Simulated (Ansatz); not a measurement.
# (CaS)1(AgCl)2 [001] superlattice, started as rocksalt type: phonons and vibrational spectra, part 2 of 3

Task: relax (CaS)1(AgCl)2 [001] superlattice, started as rocksalt type, then find its harmonic phonons.

Ansatz 0.2.0; DFT LDA, scalar-relativistic, plane waves, PAW.

So far. Step 3 (Bringing the structure to rest): Little changed from the start: no atom moved by 0.005 Å and no cell edge by 0.1 %. The relaxed cell has a = 3.916, c = 15.608 Å (conventional setting).

The structure was built from a prototype and need not be the compound's stable phase.

### Step 4. Relaxing to small forces for the phonons

Phonons need a cell at rest on their own settings, so the relaxation is repeated with tight tolerances on forces and stress, using the mesh and the filling of the phonon run that follows.

Contents of input.yaml:

```yaml
crystal:
  lattice:
    - [2.7690140707, 2.7690140707, 0.0]
    - [-2.7690140707, 2.7690140707, 0.0]
    - [2.7690140707, 0.0, 7.804130586]
  atoms:
    - { symbol: Ag, position: [0.3436653292, 0.6563346708, 0.3126693417] }
    - { symbol: Ag, position: [0.6563346708, 0.3436653292, 0.6873306583] }
    - { symbol: Ca, position: [0.0, 0.0, 0.0] }
    - { symbol: Cl, position: [0.82305158, 0.17694842, 0.3538968401] }
    - { symbol: Cl, position: [0.17694842, 0.82305158, 0.6461031599] }
    - { symbol: S, position: [0.5, 0.5, 0.0] }
kpoints:
  mp_grid: { grid: [8, 8, 8] }
hamiltonian:
  xc: lda
scf:
  occupations: { method: fixed }
output:
  forces: true
  stress: true
  eigenvalues: true
  write_density: true
  write_potential: true
  elf: true
  volumetric_format: npy
relax:
  adjacent_minimum: "off"
  f_tol: 0.001
  max_steps: 60
  cell: { stress_tol: 0.01 }
```

Command:

```sh
$ ansatz run input.yaml --threads 4 --pin off --max-ram 14336MiB --backend cpu --events-out ev --progress --plain --runs-dir out
```

Numbers of over 12 decimals in the logs are rounded to 6 here.

The program printed:

```text
[...]
Crystal: 6 atoms, lattice volume = 119.675 Å³
Basis set: ecut = 420 eV, 2351 PW (Γ)
Bands: 41, of which v1, the nominal top of the filled ones, is band 34 counted from 1 (33 counted from 0)
Symmetry: 16 space group operations
[...]
k-points: 59 of 512
[...]
- [-2.7690140707, 2.7690140707, 0.0]
    - [2.7690140707, 0.0, 7.804130586]
  atoms:
    - { symbol: Ag, position: [0.34366532915, 0.65633467085, 0.312669] }
    - { symbol: Ag, position: [0.65633467085, 0.34366532915, 0.6873306583] }
    - { symbol: Ca, position: [0.0, 0.0, 0.0] }
    - { symbol: Cl, position: [0.82305157995, 0.17694842005, 0.3538968401] }
    - { symbol: Cl, position: [0.176948, 0.82305157995, 0.6461031599] }
    - { symbol: S, position: [0.5, 0.5, 0.0] }
[key lines of the parts left out:]
SCF converged after 6 iterations
Free energy (F): -19652.919373 eV
Fermi energy:    8.920457 eV
P = ⅓ Tr σ = -0.0034 GPa (-0.034 kbar)
```

Wall time 7 s (4 threads of Intel Xeon Platinum 8375C at 2.90GHz (Ice Lake), shared host); peak memory 0.64 GiB; 26 s of CPU time.

Little changed from the start: no atom moved by 0.005 Å and no cell edge by 0.1 %.

This step gave:

```yaml
pressure: -0.003394 GPa
gap_on_the_k_mesh: 1.125 eV
```

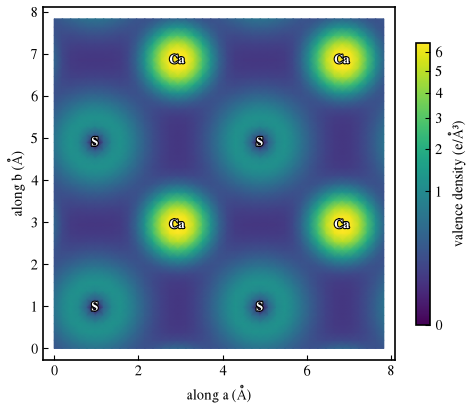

Valence density in the ab plane of the cell as run, not the conventional one, at fractional z = 0.000, with atoms of Ca and S within 0.2 Å of it. It is the smooth field of the valence electrons, not physical close to the nuclei. The map starts off the cell's origin, so that atoms lie inside it. The colour scale is stretched toward low values.

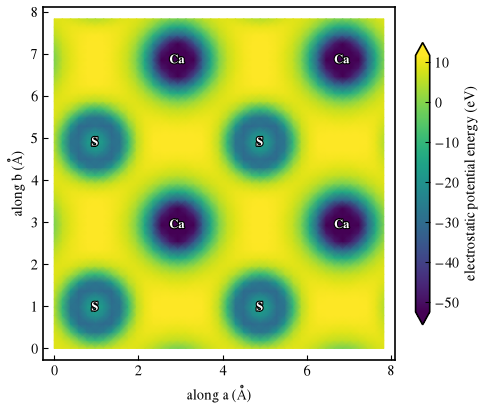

Electrostatic potential energy in the ab plane of the cell as run, not the conventional one, at fractional z = 0.000, with atoms of Ca and S within 0.2 Å of it. With pseudopotentials it is smooth inside the atoms' cores, unlike the true potential. The map starts off the cell's origin, so that atoms lie inside it.

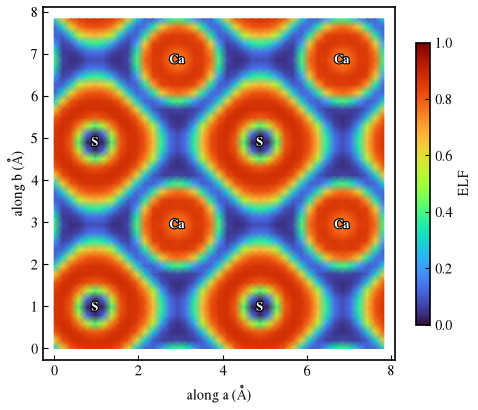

ELF in the ab plane of the cell as run, not the conventional one, at fractional z = 0.000, with atoms of Ca and S within 0.2 Å of it. It is the smooth field of the valence electrons, not physical close to the nuclei. The map starts off the cell's origin, so that atoms lie inside it.

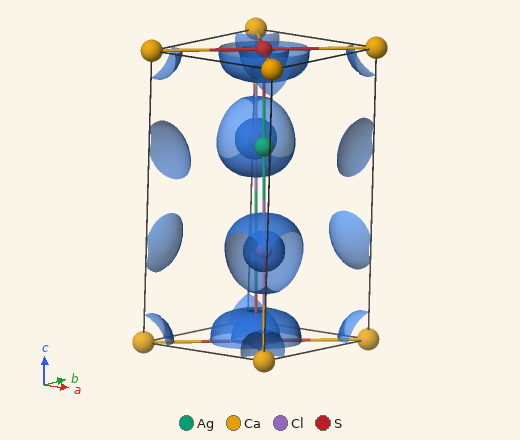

Surface of ELF = 0.8. Drawn on the cell as run, not the conventional one.

The largest force component left is 0.80 meV/Å and the pressure is -0.003 GPa, within the tolerances set. The cell now holds 19.95 Å³/atom.

### Step 5. Modes at Γ

The zone centre is the only wavevector solved here; it holds the modes that light can see, as far as symmetry allows. The response to a homogeneous field gives the Born charges and the dielectric tensor, and its change with displacement the Raman tensors.

input.yaml: that of step 4 with these lines changed.

```diff
@@ -19,13 +19,7 @@
 output:
-  forces: true
-  stress: true
   eigenvalues: true
-  write_density: true
-  write_potential: true
-  elf: true
-  volumetric_format: npy
-relax:
-  adjacent_minimum: "off"
-  f_tol: 0.001
-  max_steps: 60
-  cell: { stress_tol: 0.01 }
+phonons:
+  method: dfpt
+  dielectric: true
+  rigid_motions: translations
+  raman: true
```

The program printed:

```text
Warning: crystal.symmetry: narrowed to the stabiliser of the run's FFT grids — unitary ops 16 → 4. A phonons.method: dfpt run fills in the rows of the dynamical matrix that it does not solve by its symmetry operations, which is exact only for operations that map its FFT grids onto themselves: filled in by any other, the frequencies could depend on the order in which like atoms are typed, or, by more than the grids' own error, on where the crystal sits among the grids' points. Excluded: 12 operations. The run can therefore solve more perturbations, solve them on more k-points, or both, and cost more. [rest of the remark cut]
[...]
Crystal: 6 atoms, lattice volume = 119.675 Å³
Basis set: ecut = 420 eV, 2351 PW (Γ), exchange–correlation on 54×54×120 points (8 copies of the dense FFT grid, shifted against one another)
Bands: 41, of which v1, the nominal top of the filled ones, is band 34 counted from 1 (33 counted from 0)
Symmetry: 16 space group operations
k-points: 260 of 512 (irreducible under 1 space group operation, time reversal used)
[...]
SCF iter   1: F=—  HF=-19652.954211 eV  |F-HF|=—  |Δ(HF+E_count)|=         —  Δρ=1.02e-2  dr2=1.12e-1  ethr=1.77e-3  ⟨swp⟩=5.3  Hψ=37039  notcnv=0  defer=1133
[...]
SCF iter   9: F=-19652.919375 eV  HF=-19652.919375 eV  |F-HF|=2.55e-11  |Δ(HF+E_count)|=  3.64e-11  Δρ=1.66e-7  dr2=4.45e-11  ethr=1.00e-12  ⟨swp⟩=15.0  Hψ=72043  notcnv=0
SCF 1 converged in 9 iterations: F = -19652.919375 eV  dr2 = 4.45e-11
[...]
NSCF: frozen V_eff on 3 k-points
DFPT response loops at Γ: preconditioner auto → Resta (q_TF=auto, 2.483 Å⁻¹)  ε∞=7.3 (no band partly filled); β = 1.00, the filter's whole step (`scf.mixing.beta` (0.50) is not read by the response loops at its default; to damp them type it under 1.00, their step now; it binds the ground state too); Broyden in place of MSR1
── the response to a field inside a basis, on 8×8×8 k-points: an SCF that follows is theirs, and a resumed run solves both again ──
Bands: 35, of which v1, the nominal top of the filled ones, is band 34 counted from 1 (33 counted from 0)
k-points: 144
[...]
Eigensolver: Dense (144 Hₖ)
SCF iter   1: F=—  HF=-19652.866265 eV  |F-HF|=—  |Δ(HF+E_count)|=         —  Δρ=2.90e-4  dr2=2.03e-5  ethr=1.00e-1
[...]
SCF iter   6: F=-19652.866272 eV  HF=-19652.866272 eV  |F-HF|=2.91e-11  |Δ(HF+E_count)|=  3.49e-10  Δρ=3.00e-7  dr2=9.16e-11  ethr=4.16e-12
SCF 1 converged in 6 iterations: F = -19652.866272 eV  dr2 = 9.16e-11
[...]
SCF converged after 9 iterations
Free energy (F): -19652.919375 eV
[...]
Internal energy: -19652.919375 eV  (E = F + TS)
E sigma→0 (E₀):  -19652.919375 eV
Fermi energy:    8.920456 eV
[...]
--- Band table (eV; the first three rows and the last of 260) ---
  k-point 0: bands = [... 30 lower, 6.5745, 7.3863, 8.0797, 8.0797, 10.0456, 10.9434, 12.5308, 13.1332, ... 3 higher]
  k-point 1: bands = [... 30 lower, 6.5461, 7.3938, 8.0963, 8.0963, 10.2453, 10.9434, 12.3988, 13.1333, ... 3 higher]
  k-point 2: bands = [... 30 lower, 6.4713, 7.4073, 8.1357, 8.1357, 10.7024, 10.9434, 12.1975, 13.1333, ... 3 higher]
  k-point 259: bands = [... 30 lower, 6.6174, 7.3135, 7.4688, 7.5953, 11.3466, 12.2010, 12.3106, 13.1453, ... 3 higher]
--- Phonons (Γ-DFPT): 12 representative perturbations + reference, on 260 of 512 k-points (Σ response iterations 40) ---
  ASR residual: 1.886e-4 → 0.000e0 eV/Å²; symmetrization residual: 1.199e-5 eV/Å²
  The last average, over the group as it would stand without the narrowing to the FFT grids, took up to 3.339e-6 eV/Å² of the zone centre's force constants
  ASR residual per site (eV/Å²): 3.59e-5 3.59e-5 8.17e-5 1.56e-4 1.56e-4 1.89e-4
  Γ frequencies (cm⁻¹): 0.00 0.00 0.00 27.16 27.16 36.66 36.66 102.93 102.93 121.62 129.93 142.64 142.64 198.29 220.88 250.69 250.69 308.99
  ε∞ (high-frequency dielectric tensor):
        5.528928     0.000000     0.000000
        0.000000     5.528928     0.000000
        0.000000     0.000000     6.050470
  ε⁰ (static dielectric tensor: ions relaxed, cell fixed):
       20.154598    -0.000000    -0.000000
       -0.000000    20.154598     0.000000
       -0.000000     0.000000     9.402543
  ε⁰ − ε∞ (ionic part):
       14.625671    -0.000000    -0.000000
       -0.000000    14.625671     0.000000
       -0.000000     0.000000     3.352073
  softest optical mode at Γ: 27.16 cm⁻¹; the repairs (sum rule, projections) moved no ω² at Γ by more than (1.99 cm⁻¹)²
  Born effective charges Z* (e; rows j = field, columns β = displacement):
    site 0:
         1.31580    0.00000   -0.00000
         0.00000    1.31580    0.00000
         0.00000    0.00000    1.21169
    site 1:
         1.31580    0.00000    0.00000
         0.00000    1.31580    0.00000
        -0.00000    0.00000    1.21169
    site 2:
         2.60742    0.00000    0.00000
         0.00000    2.60742    0.00000
         0.00000    0.00000    2.10171
    site 3:
        -1.51772   -0.00000    0.00000
        -0.00000   -1.51772    0.00000
        -0.00000    0.00000   -1.72111
    site 4:
        -1.51772   -0.00000   -0.00000
        -0.00000   -1.51772    0.00000
         0.00000    0.00000   -1.72111
    site 5:
        -2.20358   -0.00000    0.00000
         0.00000   -2.20358    0.00000
         0.00000    0.00000   -1.08287
  Z* charge neutrality: 7.684e-3 e pre-enforcement
  solved inside a basis spanned on kpoints, on 8×8×8 k-points transformed towards the longest dipole: ε∞ is read to err by 1.9e-2, Z* by 2.2e-2 e (field_mesh: kpoints solves on kpoints); Z* is corrected for what the basis lacks
  Raman tensors (in the event stream and the table raman_tensors.tsv): an entry may err by 1.9e-1 Å², one of the second-order susceptibility by 8.5e-19 pm/V (basis, points and sum rule); their sum over the sites missed zero by 6.661e-16 Å² ahead of its enforcement
  optical modes at Γ without the LO–TO term, one row a degenerate level:
      ω (cm⁻¹)  modes    IR ((D/Å)²/amu)  static Raman (Å⁴/amu)  depolarisation
         27.16      2             0.4479                 0.0000               —
         36.66      2             0.0000                 3.0386           0.750
        102.93      2             8.7488                 0.0000               —
        121.62      1             0.0000                 0.3895           0.299
        129.93      1             0.0046                 0.0000               —
        142.64      2             0.0000                 5.8350           0.750
        198.29      1             7.0484                 0.0000               —
        220.88      1             0.0000                68.4503           0.634
        250.69      2            13.0966                 0.0000               —
        308.99      1             0.8171                 0.0000               —
  optical modes at Γ + LO–TO along q̂ = [1.0000, 0.0000, 0.0000]:
      ω (cm⁻¹)  modes    IR ((D/Å)²/amu)  static Raman (Å⁴/amu)  depolarisation
         27.16      1             0.2240                 0.0000               —
         31.54      1             0.0280                 0.0000               —
         36.66      2             0.0000                 3.0386           0.750
        102.93      1             4.3744                 0.0000               —
        121.62      1             0.0000                 0.3895           0.299
        129.93      1             0.0046                 0.0000               —
        142.34      1             1.8866                 0.0000               —
        142.64      2             0.0000                 5.8350           0.750
        198.29      1             7.0484                 0.0000               —
        220.88      1             0.0000                68.4503           0.634
        250.69      1             6.5483                 0.0000               —
        298.08      1             9.2321                 0.0000               —
        308.99      1             0.8171                 0.0000               —
  optical modes at Γ + LO–TO along q̂ = [0.0000, 1.0000, 0.0000]:
      ω (cm⁻¹)  modes    IR ((D/Å)²/amu)  static Raman (Å⁴/amu)  depolarisation
         27.16      1             0.2240                 0.0000               —
         31.54      1             0.0280                 0.0000               —
         36.66      2             0.0000                 3.0386           0.750
        102.93      1             4.3744                 0.0000               —
        121.62      1             0.0000                 0.3895           0.299
        129.93      1             0.0046                 0.0000               —
        142.34      1             1.8866                 0.0000               —
        142.64      2             0.0000                 5.8350           0.750
        198.29      1             7.0484                 0.0000               —
        220.88      1             0.0000                68.4503           0.634
        250.69      1             6.5483                 0.0000               —
        298.08      1             9.2321                 0.0000               —
        308.99      1             0.8171                 0.0000               —
  optical modes at Γ + LO–TO along q̂ = [0.0000, 0.0000, 1.0000]:
      ω (cm⁻¹)  modes    IR ((D/Å)²/amu)  static Raman (Å⁴/amu)  depolarisation
         27.16      2             0.4479                 0.0000               —
         36.66      2             0.0000                 3.0386           0.750
        102.93      2             8.7488                 0.0000               —
        121.62      1             0.0000                 0.3895           0.299
        129.95      1             0.0012                 0.0000               —
        142.64      2             0.0000                 5.8350           0.750
        220.88      1             0.0000                68.4503           0.634
        242.51      1             6.0128                 0.0000               —
        250.69      2            13.0966                 0.0000               —
        314.90      1             1.8562                 0.0000               —
```

Wall time 15 min (4 threads); peak memory 5 GiB; 58 min of CPU time.

In the SCF lines HF is the Harris–Foulkes energy and dr2 the Hartree energy of the density residual, in eV; the loop may stop once dr2 is under the threshold and the program's other checks hold. Hψ counts applications of the Hamiltonian.

This step gave:

| Quantity | Value |
| --- | --- |
| sum-rule residual before enforcement | 1.89e-4 eV/Å² |
| miss of the charge sum rule | 0.007684 e |
| estimated error of the dielectric tensor | 0.01925 |
| estimated error of the Born charges | 0.02197 e |
| point group | 4/mmm |
| highest optical mode at the zone centre (no LO-TO term) | 309.0 cm⁻¹ |
| lowest optical zone-centre mode | 27.16 cm⁻¹ |
| mean high-frequency dielectric constant | 5.703 |
| largest Born charge (third of the trace) | 2.439 e |
| mean static dielectric constant | 16.57 |
| top of the zone-centre spectrum with the field | 314.9 cm⁻¹ |

Without the LO-TO term. Patterns of degenerate modes are one choice out of their space. The modes at Γ (shares of kinetic energy by element, %):

| mode | frequency (cm⁻¹) | symmetry | Ag % | Ca % | Cl % | S % |
| --- | --- | --- | --- | --- | --- | --- |
| 1 | 0.0 | acoustic | 60 | 11 | 20 | 9 |
| 2 | 0.0 | acoustic | 60 | 11 | 20 | 9 |
| 3 | 0.0 | acoustic | 60 | 11 | 20 | 9 |
| 4 | 27.2 | Eu | 29 | 38 | 1 | 32 |
| 5 | 27.2 | Eu | 29 | 38 | 1 | 32 |
| 6 | 36.7 | Eg | 95 | 0 | 5 | 0 |
| 7 | 36.7 | Eg | 95 | 0 | 5 | 0 |
| 8 | 102.9 | Eu | 11 | 8 | 79 | 2 |
| 9 | 102.9 | Eu | 11 | 8 | 79 | 2 |
| 10 | 121.6 | A1g | 95 | 0 | 5 | 0 |
| 11 | 129.9 | A2u | 28 | 52 | 19 | 1 |
| 12 | 142.6 | Eg | 5 | 0 | 95 | 0 |
| 13 | 142.6 | Eg | 5 | 0 | 95 | 0 |
| 14 | 198.3 | A2u | 4 | 37 | 59 | 0 |
| 15 | 220.9 | A1g | 5 | 0 | 95 | 0 |
| 16 | 250.7 | Eu | 0 | 43 | 0 | 57 |
| 17 | 250.7 | Eu | 0 | 43 | 0 | 57 |
| 18 | 309.0 | A2u | 8 | 0 | 2 | 90 |

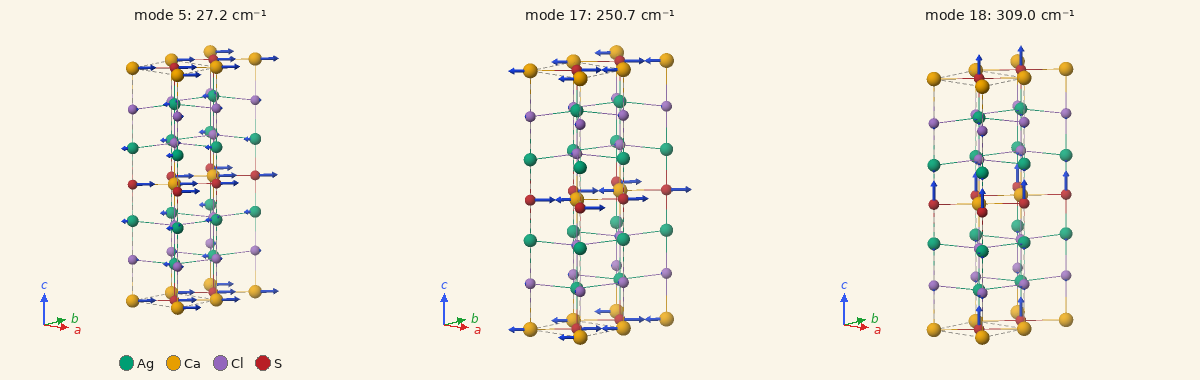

Displacement patterns of modes 5, 17 and 18 at Γ; arrows are exaggerated. 1×2×1 conventional cells are drawn. Some periodic images of atoms are drawn too.

Optical modes at the zone centre, without and with the macroscopic field of the longitudinal modes; each column is sorted by frequency, so a row need not hold one and the same mode. Modes with and without the field, by row:

| rank among optical modes | no field (cm⁻¹) | q along (1, 0, 0) (cm⁻¹) | q along (0, 0, 1) (cm⁻¹) |
| --- | --- | --- | --- |
| 1 | 27.2 | 27.2 | 27.2 |
| 2 | 27.2 | 31.5 | 27.2 |
| 3 | 36.7 | 36.7 | 36.7 |
| 4 | 36.7 | 36.7 | 36.7 |
| 5 | 102.9 | 102.9 | 102.9 |
| 6 | 102.9 | 121.6 | 102.9 |
| 7 | 121.6 | 129.9 | 121.6 |
| 8 | 129.9 | 142.3 | 129.9 |
| 9 | 142.6 | 142.6 | 142.6 |
| 10 | 142.6 | 142.6 | 142.6 |
| 11 | 198.3 | 198.3 | 220.9 |
| 12 | 220.9 | 220.9 | 242.5 |
| 13 | 250.7 | 250.7 | 250.7 |
| 14 | 250.7 | 298.1 | 250.7 |
| 15 | 309 | 309 | 314.9 |

Born charge (rows field, columns displacement) (e), principal values of the symmetric part by kind of site:

| atom | atoms with these values | low | middle | high | mean |
| --- | --- | --- | --- | --- | --- |
| Ag1 | 2 | 1.21 | 1.32 | 1.32 | 1.28 |
| Ca3 | 1 | 2.10 | 2.61 | 2.61 | 2.44 |
| Cl4 | 2 | -1.72 | -1.52 | -1.52 | -1.59 |
| S6 | 1 | -2.20 | -2.20 | -1.08 | -1.83 |

In full for Cl4:

```
-1.52  0.00  0.00
 0.00 -1.52  0.00
 0.00  0.00 -1.72
```

High-frequency dielectric tensor:

```
5.53 0.00 0.00
0.00 5.53 0.00
0.00 0.00 6.05
```

Static dielectric tensor (ions relaxed, fixed cell):

```
20.15  0.00  0.00
 0.00 20.15  0.00
 0.00  0.00  9.40
```

Transverse modes. Lines of the infrared spectrum (strongest = 100):

| position (cm⁻¹) | label | relative intensity |
| --- | --- | --- |
| 27 | Eu | 3.4 |
| 37 | Eg | 0.0 |
| 103 | Eu | 67 |
| 122 | A1g | 0.0 |
| 130 | A2u | 0.0 |
| 143 | Eg | 0.0 |
| 198 | A2u | 54 |
| 221 | A1g | 0.0 |
| 251 | Eu | 100 |
| 309 | A2u | 6.2 |

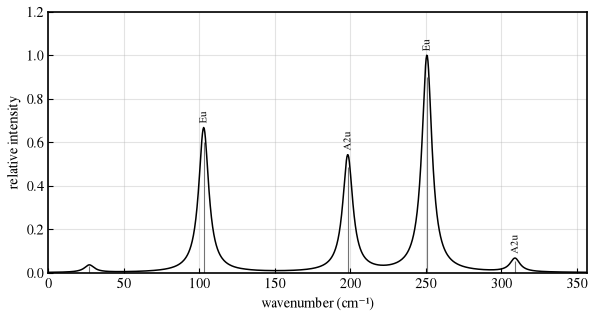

The infrared spectrum, broadened with Lorentzians of width 8 cm⁻¹; bars mark the lines.

(Part 2 of 3 ends here.)

[Logs are printed without paths, hosts, clocks, repeated set-up lines and the standing remarks that a program may print on its own settings, such as how far it seeks lower states.]

[Hosts, paths, dates, database ids (printed as entryN), source tags and the programs' standing remarks are cut or masked in the printed files.]
